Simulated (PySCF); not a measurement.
# Run report: C$_{4}$H$_{9}$PSi, excited-state calculation

System: C$_{4}$H$_{9}$PSi.
Method: TDDFT B3LYP/def2-SVPD, vertical, gas phase, core orbitals frozen in the response (PySCF 2.14.0).

The geometry comes from this level: GFN2-xTB. It belongs to a series of runs on one base structure; here: CH2CF3 replaced by SiMe3.

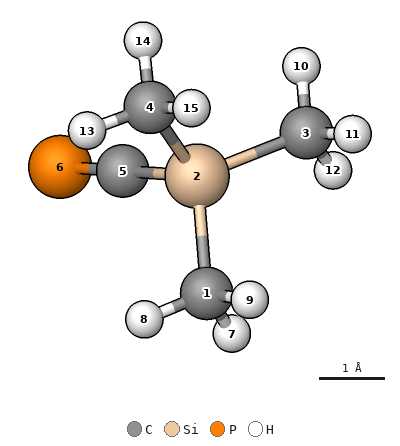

**Figure 1.** The input geometry (ball-and-stick view, seen at a tilt; atoms are numbered from 1 in the order of the input).

Key numbers

| quantity | value |
| --- | --- |
| outcome | converged |
| total energy | −788.423805 hartree |
| HOMO | −7.39 eV |
| LUMO | −1.62 eV |
| dipole moment | 1.05 D |
| mean polarisability | 101.34 a.u. |
| lowest singlet excitation | 4.18 eV |
| hardware | 1 CPU thread, shared host |
| wall time | 61 s |
| peak memory | 0.76 GiB |

Input
```
{"job": {"kind": "uv", "xc": "B3LYP", "basis": "def2-SVPD", "nstates": 8, "ntriplets": 3}, "charge": 0, "multiplicity": 1}
C      0.582759    -1.575686     0.776158
Si    -0.100243     0.089542     0.150465
C     -1.317094    -0.185004    -1.289889
C      1.323428     1.237578    -0.384545
C     -1.018893     0.907184     1.541281
P     -1.790385     1.592188     2.713034
H     -0.217840    -2.230087     1.107143
H      1.258321    -1.433515     1.614108
H      1.130943    -2.094818    -0.004755
H     -1.732373     0.755781    -1.638040
H     -0.828318    -0.662142    -2.134407
H     -2.145957    -0.818023    -0.988199
H      2.009384     1.422137     0.436601
H      0.947109     2.198963    -0.720600
H      1.894744     0.803893    -1.200267
```

The first line tells a small driver script what to run in PySCF; the rest is the geometry in Å.

Launch command:
```bash
OMP_NUM_THREADS=1 python <driver script> task.json out
```

The program's output
```
coarse grid: 13176 points
cycle   1  E = -788.1963777943  dE =  2.289e-01  |g| = 6.663e-01  |ddm| = 5.415e+00
cycle   2  E = -787.8412259463  dE =  3.552e-01  |g| = 1.203e+00  |ddm| = 1.980e+00
cycle   3  E = -788.2472563747  dE = -4.060e-01  |g| = 4.786e-01  |ddm| = 1.550e+00
cycle   4  E = -788.3174138106  dE = -7.016e-02  |g| = 3.910e-02  |ddm| = 4.467e-01
cycle   5  E = -788.3179414684  dE = -5.277e-04  |g| = 1.635e-02  |ddm| = 1.040e-01
cycle   6  E = -788.3180315720  dE = -9.010e-05  |g| = 3.473e-03  |ddm| = 3.638e-02
cycle   7  E = -788.3180356015  dE = -4.030e-06  |g| = 5.210e-04  |ddm| = 6.678e-03
final grid: 117032 points
cycle   8  E = -788.4237980769  dE = -3.321e-05  |g| = 5.102e-03  |ddm| = 9.008e-02
cycle   9  E = -788.4237947048  dE =  3.372e-06  |g| = 6.226e-03  |ddm| = 1.564e-02
cycle  10  E = -788.4238048984  dE = -1.019e-05  |g| = 2.609e-04  |ddm| = 7.569e-03
cycle  11  E = -788.4238049219  dE = -2.340e-08  |g| = 8.849e-05  |ddm| = 7.898e-04
cycle  12  E = -788.4238049242  dE = -2.392e-09  |g| = 2.818e-05  |ddm| = 2.185e-04
cycle  13  E = -788.4238049243  dE = -4.411e-11  |g| = 2.656e-05  |ddm| = 5.359e-05
```

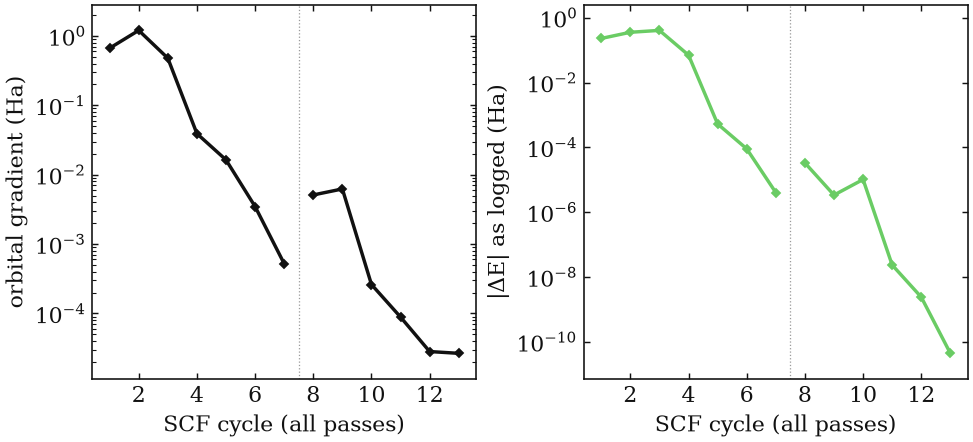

**Figure 2.** Convergence of the self-consistent field: orbital gradient and size of the energy change against the SCF cycle. The dotted line marks the change from a coarse to the final integration grid. The first 7 cycles use a coarse grid, the final grid takes over at cycle 8, and the field converges after 13 cycles in all.

```
converged SCF energy = -788.4238049243

Static polarisability (au): isotropic 101.344, principal 87.996 88.011 128.024

Singlet excitations
state   eV       nm        f      main configurations
  1   4.1817    296.5   0.00000   H->L 0.49, H-1->L+1 0.48
  2   4.4502    278.6   0.00136   H-1->L+1 0.37, H->L 0.36, H->L+1 0.13
  3   4.4503    278.6   0.00136   H-1->L 0.36, H->L+1 0.36, H-1->L+1 0.13
  4   6.0515    204.9   0.00342   H-4->L 0.94
  5   6.0529    204.8   0.00324   H-4->L+1 0.95
  6   6.1428    201.8   0.00000   H-3->L 0.38, H-2->L+1 0.37, H-2->L 0.12
  7   6.1472    201.7   0.35971   H-3->L+1 0.23, H-2->L 0.23, H->L+1 0.20
  8   6.2289    199.0   0.01124   H-3->L+1 0.34, H-2->L 0.33, H-2->L+1 0.14

Triplet excitations (Tamm-Dancoff, eV): 3.1991 3.5839 3.5839
```

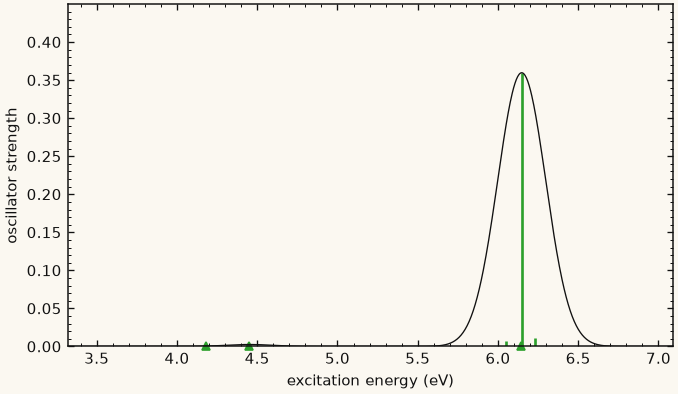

**Figure 3.** Computed excitations as sticks (degenerate states added up, dark ones marked on the axis), with a Gaussian envelope of 0.35 eV full width at half maximum, scaled to the tallest. Of the 8 states the lowest lies at 4.18 eV (f = 0.000); the strongest line is at 6.15 eV, or 202 nm (f = 0.360).

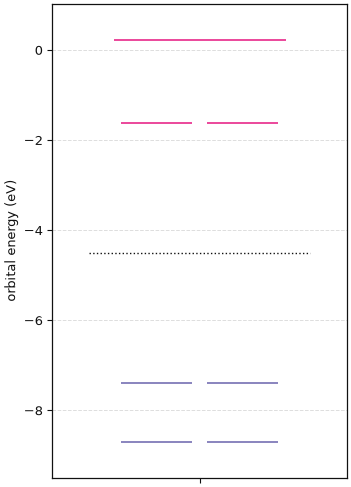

**Figure 4.** Orbital energies near the frontier; the dotted line parts filled from empty levels, and levels within 0.02 eV of each other stand side by side. Highest filled −7.39 eV, lowest empty −1.62 eV, 5.77 eV apart.
